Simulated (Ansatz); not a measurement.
# SnO: a line through an energy map

How does the energy of SnO (P4/nmm, No. 129; 4 atoms in the cell) vary with volume per atom, at c/a of the conventional cell = 1.175?

Program: Ansatz 0.2.0. Level of theory: DFT PBEsol, scalar-relativistic, plane waves, PAW. These are calculated values, not measurements.

17 further runs of the same task are left out: 17 set aside as unsound or not needed.

### Step 1. Starting point

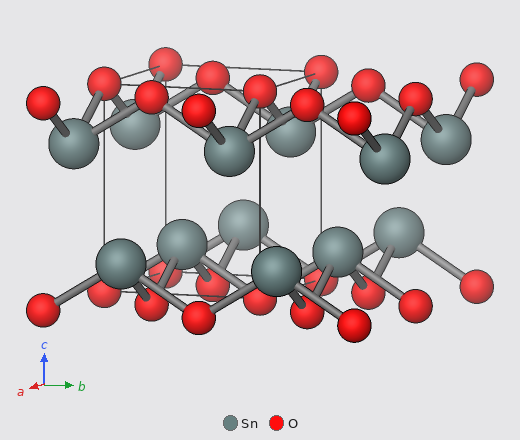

Start, viewed slightly off an axis; tin teal, oxygen red. 2×2×1 cells are drawn. Atoms on the faces are drawn again on the opposite ones.

Structure file:

```cif
data_structure
_symmetry_space_group_name_H-M 'P 1'
_symmetry_Int_Tables_number 1
_cell_length_a 3.8046
_cell_length_b 3.8046
_cell_length_c 4.7499
_cell_angle_alpha 90.000
_cell_angle_beta 90.000
_cell_angle_gamma 90.000
_cell_volume 68.76
loop_
_atom_site_label
_atom_site_type_symbol
_atom_site_fract_x
_atom_site_fract_y
_atom_site_fract_z
_atom_site_occupancy
Sn1 Sn 0.00000 0.50000 0.24253 1
Sn2 Sn 0.50000 0.00000 0.75747 1
O1 O 0.00000 0.00000 0.00000 1
O2 O 0.50000 0.50000 0.00000 1
```

It is the result of an earlier relaxation at this level (volume 17.19 Å³/atom; gap on the mesh: none (metal)).

### Step 2. Plan of the line

The energy is mapped over volume and the cell's shape.

The axes are (1) volume per atom: 7 values from 15.13 to 19.25 Å³; (2) c/a of the conventional cell: 7 values from 1.041 to 1.498.

Nothing else is relaxed (fractional coordinates fixed). Energies count from the relaxed crystal. Points are written as (first, second).

### Step 3. Point (15.13 Å³, 1.175)

Input file input.yaml:

```yaml
crystal:
  lattice:
    - [3.7203352195, 0.0, 0.0]
    - [0.0, 3.7203352195, 0.0]
    - [0.0, 0.0, 4.3713938829]
  atoms:
    - { symbol: Sn, position: [0.0, 0.5, 0.2425296443] }
    - { symbol: Sn, position: [0.5, 0.0, 0.7574703557] }
    - { symbol: O, position: [0.0, 0.0, 0.0] }
    - { symbol: O, position: [0.5, 0.5, 0.0] }
basis:
  ecutwfc: 520.0
kpoints:
  mp_grid: { grid: [12, 12, 10] }
hamiltonian:
  xc: pbesol
scf:
  occupations: { method: gaussian, width: 0.15 }
output:
  forces: true
  stress: true
  eigenvalues: true
```

Launch:

```bash
$ ansatz run input.yaml --threads 1 --pin off --max-ram 2048MiB --backend cpu --events-out ev --progress --plain --runs-dir out
```

What it wrote (excerpt; [...] marks lines left out):

```text
Warning: RAYON_NUM_THREADS=1 ignored (pool sized by the plan → 1); use --threads N
[...]
Pseudopotentials: kind: paw
Pseudopotential: Sn, paw, valence charge 14, recommended cutoff 420 eV (normal), Sn.paw.azcp
Pseudopotential: O, paw, valence charge 6, recommended cutoff 420 eV (normal), O.paw.azcp
Functional definition: PBEsol
[...]
Crystal: 4 atoms, lattice volume = 60.504 Å³
Basis set: ecut = 520 eV, 1625 PW (Γ), exchange–correlation on 60×60×72 points (8 copies of the dense FFT grid, shifted against one another)
Bands: 24, of which v1, the nominal top of the filled ones, is band 20 counted from 1 (19 counted from 0)
Symmetry: 16 space group operations
Space group: P4/nmm (ITA 129), of the structure as read, at distance tolerance 3.9e-5 Å
k-points: 168 of 1440
[...]
SCF iter   1: F=—  HF=-13021.113696 eV  |F-HF|=—  |Δ(HF+E_count)|=         —  Δρ=1.50e-2  dr2=1.10e-1  ethr=1.77e-3  ⟨swp⟩=5.5  Hψ=17540  notcnv=0
[...]
SCF iter   7: F=-13021.085856 eV  HF=-13021.085856 eV  |F-HF|=7.87e-9  |Δ(HF+E_count)|=   1.25e-7  Δρ=5.76e-6  dr2=2.57e-8  ethr=2.50e-10  ⟨swp⟩=6.5  Hψ=18217  notcnv=0
[...]
SCF converged after 7 iterations
Free energy (F): -13021.085856 eV
[...]
E sigma→0 (E₀):  -13021.084258 eV
Entropy (-TS):   -0.003195 eV (-0.799 meV/atom)
Fermi energy:    12.342140 eV
[...]
--- Forces (eV/Å), atoms counted from 1 ---
  atom   1  Sn     0.00000000     0.00000000     2.13077388
  atom   2  Sn    -0.00000000     0.00000000    -2.13077388
  atom   3  O      0.00000000     0.00000000    -0.00000000
  atom   4  O     -0.00000000     0.00000000     0.00000000
[...]
--- Stress (GPa, compression-positive) ---
       14.737157       0.000000      -0.000000
        0.000000      14.737157      -0.000000
       -0.000000      -0.000000      15.289232
  P = ⅓ Tr σ = 14.9212 GPa (149.212 kbar)
--- Band table (eV; the first three rows and the last of 168) ---
  k-point 0: bands = ["-10.3079", "-9.5553", "-9.5361", "-9.5361", "-9.4836", "-9.4531", "-9.4328", "-9.3178", "-9.3144", "-9.3144", "-8.9853", "-5.6343", "4.1865", "4.7823", "4.7823", "5.0973", "8.1471", "8.2000", "8.2000", "12.1504", "14.7147", "16.9712", "16.9712", "17.3629"]
[...]
```

Wall time 17 s (1 thread of Intel Xeon Platinum 8259CL at 2.50GHz (Skylake/Cascade Lake), shared host); peak memory 0.58 GiB.

On the map this point reads 88 meV/atom.

### Step 4. Point (15.81 Å³, 1.175)

input.yaml: that of step 3 with these lines changed.

```diff
@@ -2,5 +2,5 @@
   lattice:
-    - [3.7203352195, 0.0, 0.0]
-    - [0.0, 3.7203352195, 0.0]
-    - [0.0, 0.0, 4.3713938829]
+    - [3.775906976, 0.0, 0.0]
+    - [0.0, 3.775906976, 0.0]
+    - [0.0, 0.0, 4.4366906968]
   atoms:
@@ -22 +22,5 @@
   eigenvalues: true
+  write_density: true
+  write_potential: true
+  elf: true
+  volumetric_format: npy
```

Launch:

```bash
$ ansatz run input.yaml --threads 1 --pin off --max-ram 2048MiB --backend cpu --events-out ev --progress --plain --runs-dir out
```

What it wrote (excerpt; [...] marks lines left out):

```text
Warning: RAYON_NUM_THREADS=1 ignored (pool sized by the plan → 1); use --threads N
[...]
[... 4 set-up lines as earlier in the session ...]
[...]
Crystal: 4 atoms, lattice volume = 63.256 Å³
Basis set: ecut = 520 eV, 1685 PW (Γ), exchange–correlation on 60×60×72 points (8 copies of the dense FFT grid, shifted against one another)
Bands: 24, of which v1, the nominal top of the filled ones, is band 20 counted from 1 (19 counted from 0)
[... 1 set-up line as earlier in the session ...]
Space group: P4/nmm (ITA 129), of the structure as read, at distance tolerance 4.0e-5 Å
k-points: 168 of 1440
[...]
SCF iter   1: F=—  HF=-13021.312610 eV  |F-HF|=—  |Δ(HF+E_count)|=         —  Δρ=1.48e-2  dr2=1.14e-1  ethr=1.77e-3  ⟨swp⟩=5.5  Hψ=17586  notcnv=0
[...]
SCF iter   7: F=-13021.284438 eV  HF=-13021.284438 eV  |F-HF|=1.50e-9  |Δ(HF+E_count)|=   2.99e-8  Δρ=4.13e-6  dr2=1.64e-8  ethr=2.50e-10  ⟨swp⟩=9.8  Hψ=28883  notcnv=0
[...]
SCF converged after 7 iterations
Free energy (F): -13021.284438 eV
[...]
E sigma→0 (E₀):  -13021.283487 eV
Entropy (-TS):   -0.001903 eV (-0.476 meV/atom)
Fermi energy:    11.489734 eV
[...]
--- Forces (eV/Å), atoms counted from 1 ---
  atom   1  Sn     0.00000000     0.00000000     1.38835021
  atom   2  Sn     0.00000000     0.00000000    -1.38835021
  atom   3  O      0.00000000     0.00000000     0.00000000
  atom   4  O      0.00000000     0.00000000    -0.00000000
[...]
--- Stress (GPa, compression-positive) ---
        7.733079       0.000000       0.000000
        0.000000       7.733079       0.000000
        0.000000       0.000000       9.857074
  P = ⅓ Tr σ = 8.4411 GPa (84.411 kbar)
--- Band table (eV; the first three rows and the last of 168) ---
[... band rows left out ...]
[...]
```

Run time: 21 s. Hardware: 1 thread of Intel Xeon Platinum 8259CL at 2.50GHz (Skylake/Cascade Lake), shared host; peak memory 0.58 GiB.

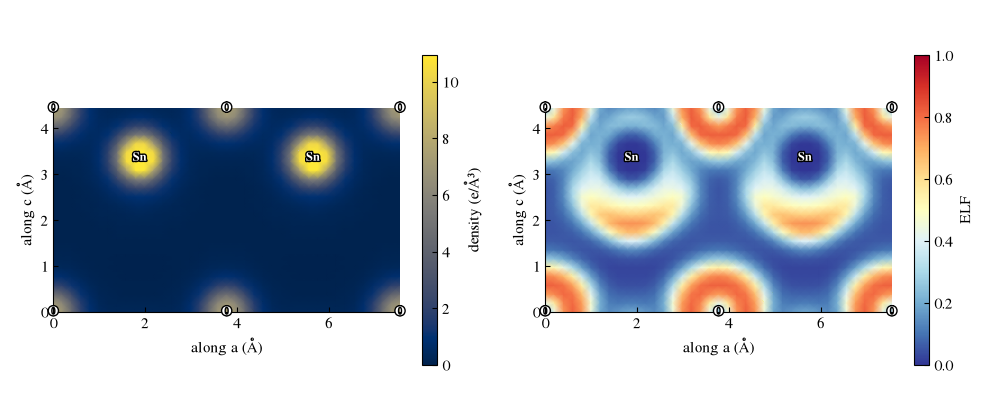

Density (left) and ELF (right) in a lattice plane of the grid's cell (edges 3.78 and 4.44 Å, at 0.000 of the third edge), which holds Sn and O. Only atoms in the plane are labelled; the density scale stops at 10.94 e/Å³. Both are smooth fields of the valence electrons: close to the nuclei they are not physical.

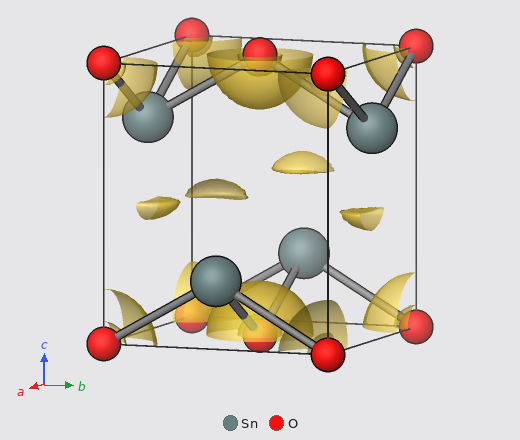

Surface of ELF = 0.68, drawn in one cell.

Maxima of ELF outside the ion cores: 0.83 in the shell around O, 0.6 Å from O; 0.74 beside Sn, off the lines to its neighbours, 1.4 Å from Sn.

On the map this point reads 39 meV/atom.

### Step 5. Variant: mp_grid.grid [18, 18, 15], lower_state_search off

input.yaml: that of step 4 with these lines changed.

```diff
@@ -13,3 +13,3 @@
 kpoints:
-  mp_grid: { grid: [12, 12, 10] }
+  mp_grid: { grid: [18, 18, 15] }
 hamiltonian:
@@ -18,9 +18,6 @@
   occupations: { method: gaussian, width: 0.15 }
+  lower_state_search: "off"
 output:
   forces: true
+  eigenvalues: true
   stress: true
-  eigenvalues: true
-  write_density: true
-  write_potential: true
-  elf: true
-  volumetric_format: npy
```

Launch:

```bash
$ ansatz run input.yaml --threads 1 --pin off --max-ram 2048MiB --backend cpu --events-out ev --progress --plain --runs-dir out
```

What it wrote (excerpt; [...] marks lines left out):

```text
Warning: RAYON_NUM_THREADS=1 ignored (pool sized by the plan → 1); use --threads N
[...]
[... 4 set-up lines as earlier in the session ...]
[...]
Crystal: 4 atoms, lattice volume = 63.256 Å³
Basis set: ecut = 520 eV, 1685 PW (Γ), exchange–correlation on 60×60×72 points (8 copies of the dense FFT grid, shifted against one another)
Bands: 24, of which v1, the nominal top of the filled ones, is band 20 counted from 1 (19 counted from 0)
[... 2 set-up lines as earlier in the session ...]
k-points: 440 of 4860
[...]
SCF iter   1: F=—  HF=-13021.312698 eV  |F-HF|=—  |Δ(HF+E_count)|=         —  Δρ=1.48e-2  dr2=1.15e-1  ethr=1.77e-3  ⟨swp⟩=5.5  Hψ=46184  notcnv=0
[...]
SCF iter   7: F=-13021.284426 eV  HF=-13021.284426 eV  |F-HF|=3.93e-9  |Δ(HF+E_count)|=   1.87e-7  Δρ=5.37e-6  dr2=2.41e-8  ethr=2.50e-10  ⟨swp⟩=6.7  Hψ=49434  notcnv=0
[...]
SCF converged after 7 iterations
Free energy (F): -13021.284426 eV
[...]
E sigma→0 (E₀):  -13021.283303 eV
Entropy (-TS):   -0.002246 eV (-0.561 meV/atom)
Fermi energy:    11.480270 eV
[...]
--- Forces (eV/Å), atoms counted from 1 ---
  atom   1  Sn     0.00000000     0.00000000     1.39185855
  atom   2  Sn     0.00000000     0.00000000    -1.39185855
  atom   3  O      0.00000000     0.00000000    -0.00000000
  atom   4  O      0.00000000     0.00000000     0.00000000
[...]
--- Stress (GPa, compression-positive) ---
        7.715327       0.000000       0.000000
        0.000000       7.715327       0.000000
        0.000000       0.000000       9.865354
  P = ⅓ Tr σ = 8.4320 GPa (84.320 kbar)
--- Band table (eV; the first three rows and the last of 440) ---
[... band rows left out ...]
[...]
```

Wall time 45 s (1 thread of Intel Xeon Platinum 8259CL at 2.50GHz (Skylake/Cascade Lake), shared host); peak memory 0.91 GiB.

| run | ending | energy change | pressure (GPa) | gap (eV) | force (eV/Å) | cycles | time |
| --- | --- | --- | --- | --- | --- | --- | --- |
| step 4 | converged | 0 | 8.4 | 0.00 | 1.39 | 7 | 21 s |
| variant | converged | 0.0 meV/atom | 8.4 | 0.00 | 1.39 | 7 | 45 s |

Changing the k-point mesh and search for lower states leaves the energy as it was (0.0 meV/atom).

### Step 6. Point (16.50 Å³, 1.175)

input.yaml: that of step 4 with these lines changed.

```diff
@@ -2,5 +2,5 @@
   lattice:
-    - [3.775906976, 0.0, 0.0]
-    - [0.0, 3.775906976, 0.0]
-    - [0.0, 0.0, 4.4366906968]
+    - [3.8298120653, 0.0, 0.0]
+    - [0.0, 3.8298120653, 0.0]
+    - [0.0, 0.0, 4.5000291768]
   atoms:
@@ -22,5 +22 @@
   eigenvalues: true
-  write_density: true
-  write_potential: true
-  elf: true
-  volumetric_format: npy
```

Launch:

```bash
$ ansatz run input.yaml --threads 1 --pin off --max-ram 2048MiB --backend cpu --events-out ev --progress --plain --runs-dir out
```

What it wrote (excerpt; [...] marks lines left out):

```text
[...]
SCF converged after 6 iterations
Free energy (F): -13021.383058 eV
[...]
E sigma→0 (E₀):  -13021.382512 eV
Entropy (-TS):   -0.001092 eV (-0.273 meV/atom)
Fermi energy:    10.711470 eV
[...]
--- Forces (eV/Å), atoms counted from 1 ---
  atom   1  Sn     0.00000000     0.00000000     0.75581109
  atom   2  Sn     0.00000000     0.00000000    -0.75581109
  atom   3  O      0.00000000     0.00000000     0.00000000
  atom   4  O      0.00000000     0.00000000     0.00000000
[...]
--- Stress (GPa, compression-positive) ---
        2.138019       0.000000       0.000000
        0.000000       2.138019       0.000000
        0.000000       0.000000       5.470024
  P = ⅓ Tr σ = 3.2487 GPa (32.487 kbar)
--- Band table (eV; the first three rows and the last of 168) ---
  k-point 0: bands = ["-11.3761", "-10.8490", "-10.8490", "-10.8115", "-10.7894", "-10.7857", "-10.7451", "-10.7001", "-10.6891", "-10.6891", "-9.7085", "-6.8912", "3.2322", "3.8810", "4.0218", "4.0218", "7.1023", "7.1700", "7.1700", "10.4708", "12.8600", "15.2652", "15.2652", "15.6129"]
[...]
```

Wall time 16 s (1 thread of Intel Xeon Platinum 8259CL at 2.50GHz (Skylake/Cascade Lake), shared host); peak memory 0.59 GiB.

Energy on the map's scale: 14 meV/atom.

### Step 7. Grid point (17.88 Å³, 1.175)

input.yaml: that of step 6 with these lines changed.

```diff
@@ -2,5 +2,5 @@
   lattice:
-    - [3.8298120653, 0.0, 0.0]
-    - [0.0, 3.8298120653, 0.0]
-    - [0.0, 0.0, 4.5000291768]
+    - [3.9333641658, 0.0, 0.0]
+    - [0.0, 3.9333641658, 0.0]
+    - [0.0, 0.0, 4.6217028948]
   atoms:
```

Launch:

```bash
$ ansatz run input.yaml --threads 1 --pin off --max-ram 2048MiB --backend cpu --events-out ev --progress --plain --runs-dir out
```

What it wrote (excerpt; [...] marks lines left out):

```text
Warning: RAYON_NUM_THREADS=1 ignored (pool sized by the plan → 1); use --threads N
[...]
[... 4 set-up lines as earlier in the session ...]
[...]
Crystal: 4 atoms, lattice volume = 71.504 Å³
Basis set: ecut = 520 eV, 1953 PW (Γ), exchange–correlation on 60×60×72 points (8 copies of the dense FFT grid, shifted against one another)
Bands: 24, of which v1, the nominal top of the filled ones, is band 20 counted from 1 (19 counted from 0)
[... 1 set-up line as earlier in the session ...]
Space group: P4/nmm (ITA 129), of the structure as read, at distance tolerance 4.2e-5 Å
k-points: 168 of 1440
[...]
SCF iter   1: F=—  HF=-13021.386390 eV  |F-HF|=—  |Δ(HF+E_count)|=         —  Δρ=1.44e-2  dr2=1.33e-1  ethr=1.77e-3  ⟨swp⟩=5.6  Hψ=18204  notcnv=0
[...]
SCF iter   7: F=-13021.355947 eV  HF=-13021.355947 eV  |F-HF|=1.70e-9  |Δ(HF+E_count)|=   1.83e-8  Δρ=2.94e-6  dr2=5.08e-9  ethr=2.50e-10  ⟨swp⟩=5.7  Hψ=15785  notcnv=0
[...]
SCF converged after 7 iterations
Free energy (F): -13021.355947 eV
[...]
E sigma→0 (E₀):  -13021.355812 eV
Entropy (-TS):   -0.000271 eV (-0.068 meV/atom)
Fermi energy:    9.352583 eV
[...]
--- Forces (eV/Å), atoms counted from 1 ---
  atom   1  Sn     0.00000000     0.00000000    -0.25784801
  atom   2  Sn     0.00000000     0.00000000     0.25784801
  atom   3  O      0.00000000     0.00000000     0.00000000
  atom   4  O      0.00000000     0.00000000    -0.00000000
[...]
--- Stress (GPa, compression-positive) ---
       -5.918812       0.000000       0.000000
        0.000000      -5.918812       0.000000
        0.000000       0.000000      -1.007074
  P = ⅓ Tr σ = -4.2816 GPa (-42.816 kbar)
--- Band table (eV; the first three rows and the last of 168) ---
[... band rows left out ...]
[...]
```

It took 18 s on 1 thread of Intel Xeon Platinum 8259CL at 2.50GHz (Skylake/Cascade Lake), shared host; peak memory 0.61 GiB.

That is 21 meV/atom from the zero.

### Step 8. Grid point (18.56 Å³, 1.175)

input.yaml: that of step 7 with these lines changed.

```diff
@@ -2,5 +2,5 @@
   lattice:
-    - [3.9333641658, 0.0, 0.0]
-    - [0.0, 3.9333641658, 0.0]
-    - [0.0, 0.0, 4.6217028948]
+    - [3.9831918821, 0.0, 0.0]
+    - [0.0, 3.9831918821, 0.0]
+    - [0.0, 0.0, 4.6802504614]
   atoms:
@@ -22 +22,5 @@
   eigenvalues: true
+  write_density: true
+  write_potential: true
+  elf: true
+  volumetric_format: npy
```

Launch:

```bash
$ ansatz run input.yaml --threads 1 --pin off --max-ram 2048MiB --backend cpu --events-out ev --progress --plain --runs-dir out
```

What it wrote (excerpt; [...] marks lines left out):

```text
[...]
SCF converged after 7 iterations
Free energy (F): -13021.258384 eV
[...]
E sigma→0 (E₀):  -13021.258331 eV
Entropy (-TS):   -0.000105 eV (-0.026 meV/atom)
Fermi energy:    8.760339 eV
[...]
--- Forces (eV/Å), atoms counted from 1 ---
  atom   1  Sn     0.00000000     0.00000000    -0.66501978
  atom   2  Sn    -0.00000000     0.00000000     0.66501978
  atom   3  O      0.00000000     0.00000000    -0.00000000
  atom   4  O     -0.00000000     0.00000000     0.00000000
[...]
--- Stress (GPa, compression-positive) ---
       -8.776476       0.000000      -0.000000
        0.000000      -8.776476      -0.000000
       -0.000000      -0.000000      -3.385981
  P = ⅓ Tr σ = -6.9796 GPa (-69.796 kbar)
--- Band table (eV; the first three rows and the last of 168) ---
  k-point 0: bands = ["-12.8145", "-12.5198", "-12.5198", "-12.4937", "-12.4896", "-12.4837", "-12.4390", "-12.4330", "-12.4181", "-12.4181", "-10.4156", "-8.3306", "2.0298", "2.3453", "3.1240", "3.1240", "5.8499", "5.9245", "5.9245", "8.4245", "10.6360", "13.1572", "13.1572", "13.4597"]
[...]
```

It took 24 s on 1 thread of Intel Xeon Platinum 8259CL at 2.50GHz (Skylake/Cascade Lake), shared host; peak memory 0.6 GiB.

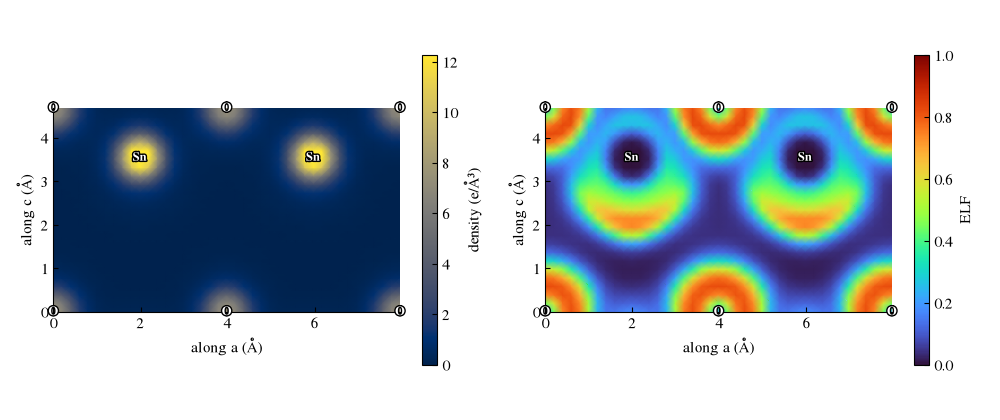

Density (left) and ELF (right) in a lattice plane of the grid's cell (edges 3.98 and 4.68 Å, at 0.000 of the third edge), which holds Sn and O. Only atoms in the plane are labelled; the density scale stops at 12.26 e/Å³. Both are smooth fields of the valence electrons: close to the nuclei they are not physical.

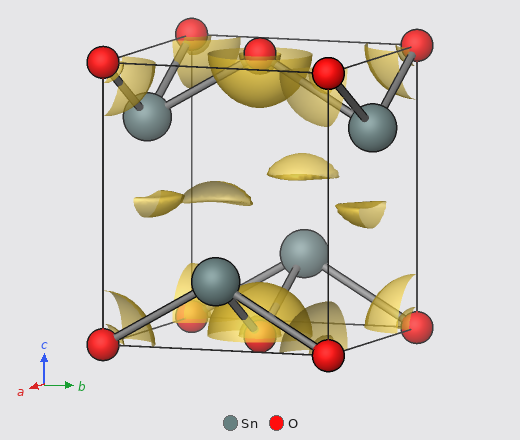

Surface of ELF = 0.68, drawn in one cell.

The highest ELF values outside the cores: 0.83 in the shell around O, 0.6 Å from O; 0.74 beside Sn, off the lines to its neighbours, 1.6 Å from Sn.

Energy on the map's scale: 45 meV/atom.

### Step 9. Point (19.25 Å³, 1.175)

input.yaml: that of step 8 with these lines changed.

```diff
@@ -2,5 +2,5 @@
   lattice:
-    - [3.9831918821, 0.0, 0.0]
-    - [0.0, 3.9831918821, 0.0]
-    - [0.0, 0.0, 4.6802504614]
+    - [4.0318032065, 0.0, 0.0]
+    - [0.0, 4.0318032065, 0.0]
+    - [0.0, 0.0, 4.7373687676]
   atoms:
@@ -22,5 +22 @@
   eigenvalues: true
-  write_density: true
-  write_potential: true
-  elf: true
-  volumetric_format: npy
```

Launch:

```bash
$ ansatz run input.yaml --threads 1 --pin off --max-ram 2048MiB --backend cpu --events-out ev --progress --plain --runs-dir out
```

What it wrote (excerpt; [...] marks lines left out):

```text
[...]
SCF converged after 7 iterations
Free energy (F): -13021.119230 eV
[...]
E sigma→0 (E₀):  -13021.119212 eV
Entropy (-TS):   -0.000036 eV (-0.009 meV/atom)
Fermi energy:    8.216518 eV
[...]
--- Forces (eV/Å), atoms counted from 1 ---
  atom   1  Sn     0.00000000     0.00000000    -1.01919571
  atom   2  Sn     0.00000000     0.00000000     1.01919571
  atom   3  O      0.00000000     0.00000000    -0.00000000
  atom   4  O      0.00000000     0.00000000     0.00000000
[...]
--- Stress (GPa, compression-positive) ---
      -11.048900       0.000000       0.000000
        0.000000     -11.048900       0.000000
        0.000000       0.000000      -5.331274
  P = ⅓ Tr σ = -9.1430 GPa (-91.430 kbar)
--- Band table (eV; the first three rows and the last of 168) ---
  k-point 0: bands = ["-13.2535", "-13.0105", "-13.0105", "-12.9872", "-12.9866", "-12.9802", "-12.9400", "-12.9375", "-12.9223", "-12.9223", "-10.6152", "-8.7221", "1.6744", "1.8958", "2.8735", "2.8735", "5.4967", "5.5712", "5.5712", "7.8459", "10.0115", "12.5499", "12.5499", "12.8388"]
[...]
```

Run time: 20 s. Hardware: 1 thread of Intel Xeon Platinum 8259CL at 2.50GHz (Skylake/Cascade Lake), shared host; peak memory 0.62 GiB.

Energy on the map's scale: 80 meV/atom.

### Step 10. What came out

| volume per atom (Å³) | step | energy (meV/atom) | slope (meV/atom per Å³) | pressure (GPa) | band gap on the k-mesh (eV) | largest force on an atom (eV/Å) |
| --- | --- | --- | --- | --- | --- | --- |
| 15.13 | 3 | 88 | −93 | 14.9 | 0.00 | 2.13 |
| 15.81 | 4 | 39 | −53 | 8.4 | 0.00 | 1.39 |
| 16.50 | 6 | 14 | −20 | 3.2 | 0.00 | 0.76 |
| 17.19 | – | 10 | 6 | −0.9 | 0.20 | 0.21 |
| 17.88 | 7 | 21 | 27 | −4.3 | 0.33 | 0.26 |
| 18.56 | 8 | 45 | 44 | −7.0 | 0.44 | 0.67 |
| 19.25 | 9 | 80 | 57 | −9.1 | 0.54 | 1.02 |

Energies count from the relaxed crystal. Rows without a step come from runs not printed here or follow by symmetry. Slopes come from the forces (and the stress, where the cell changes), not from differences of energies.

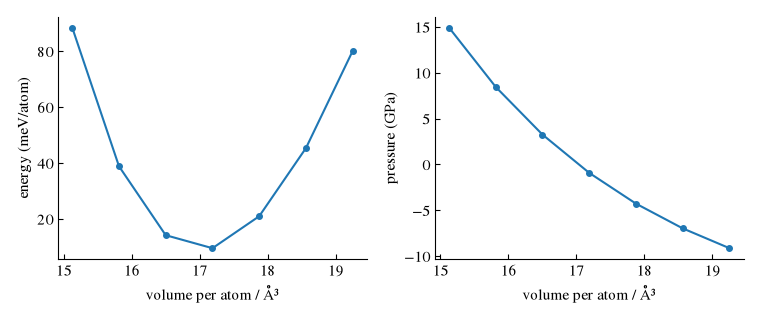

Energy and pressure along the line.

| run | outcome |
| --- | --- |
| step 5, run with mp_grid.grid [18, 18, 15], lower_state_search off (against step 4) | 0.0 meV/atom |

What this shows: The lowest point of the line is at 17.19 Å³, 10 meV/atom from the zero. Energies and slopes round the minimum, fitted together, put the minimum at 17.024 Å³, with a curvature of about 36 meV/atom per (Å³)². V·d²E/dV² there is about 97 GPa, a bulk modulus under this line's constraint. The highest point computed, at 15.13 Å³, lies 79 meV/atom above the lowest. The gap on the mesh reads zero on part of the line; semilocal functionals close small gaps early. This is one cut through a surface in two coordinates; the map's lowest point lies off it. The gap on the mesh closes on part of the grid.

Counted by bands, a gap of 0.07 eV stays open on the mesh in one run that reads as metallic: the smearing reaches across it.
